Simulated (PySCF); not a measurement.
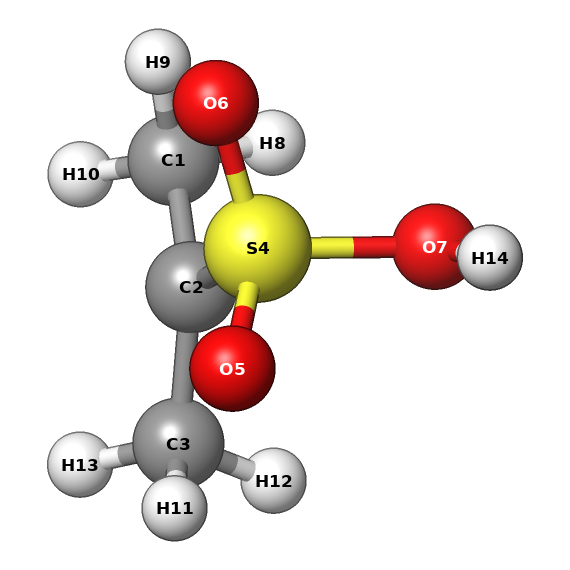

State: neutral, doublet. The geometry was computed by an optimisation with GFN2-xTB. No frequency run is at hand to confirm it as a minimum. Method: UKS B3LYP, pcH-1 on C H O S, non-relativistic (PySCF 2.14.0).

Give the isotropic hyperfine couplings (Fermi-contact term alone) of C1, C2, C3, S4, O5, O6, O7, H8, H9, H10, H11, H12, H13, H14.

```
atom  isotope  a_iso (MHz)
  C1      13C        −30.1
  C2      13C        101.3
  C3      13C        −29.7
  S4      33S        −14.7
  O5      17O         −1.4
  O6      17O         −1.9
  O7      17O        −37.6
  H8       1H        154.7
  H9       1H         25.1
 H10       1H         53.3
 H11       1H         17.4
 H12       1H        151.6
 H13       1H         63.4
 H14       1H         24.2
```
